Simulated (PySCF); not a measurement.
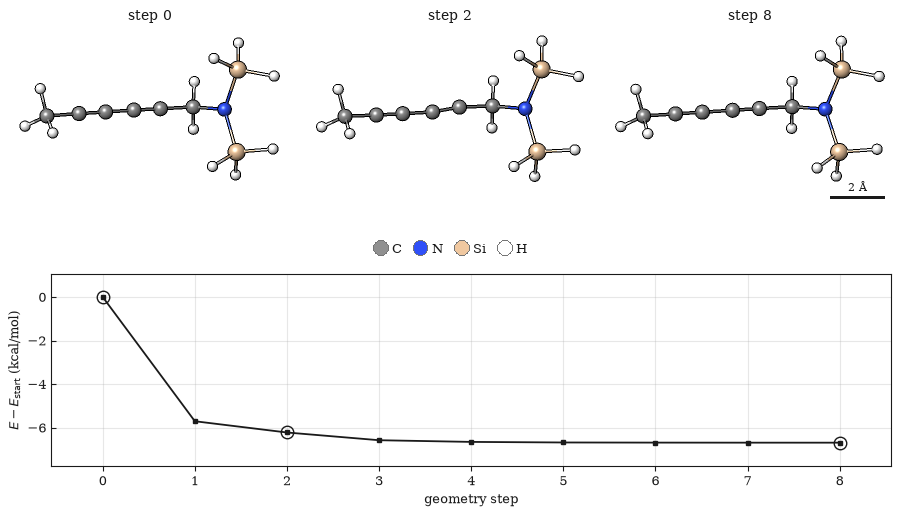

Frames of a relaxation of C$_{6}$H$_{11}$NSi$_{2}$, marked on the history of the run. The picture is a ball-and-stick view, seen from a free direction.

The start comes from GFN2-xTB. Its atoms were then displaced at random by about 0.01 Å.

Theory: PySCF 2.14.0, density-fitted response routines, PBE0-D3(BJ)/def2-SVP geometry optimisation, gas phase. 

Question: What happens along the run?

Answer: An H atom moves most after the best rigid fit: 0.26 Å. By element the largest moves are H 0.26 Å, Si 0.16 Å, C 0.13 Å, N 0.03 Å. Near-neighbour distances that change, for instance: C–C 1.311 → 1.371 Å, H–Si 1.460 → 1.496 Å, C–H 1.073 → 1.102 Å, N–Si 1.727 → 1.752 Å. Bond angles that change, for instance: H–C–H 111.8° → 107.8°, H–Si–H 111.7° → 108.8°, C–C–N 111.5° → 114.3°. After 8 geometry steps the energy has fallen by 6.69 kcal/mol. From step 0 to 2: an H atom moves most (0.23 Å), energy −6.22 kcal/mol. From step 2 to 8: an H atom moves most (0.13 Å), energy −0.47 kcal/mol.

```tsv
step	E − E(0), kcal/mol
0	0.00
1	-5.70
2	-6.22
3	-6.57
4	-6.65
5	-6.68
6	-6.68
7	-6.69
8	-6.69
```
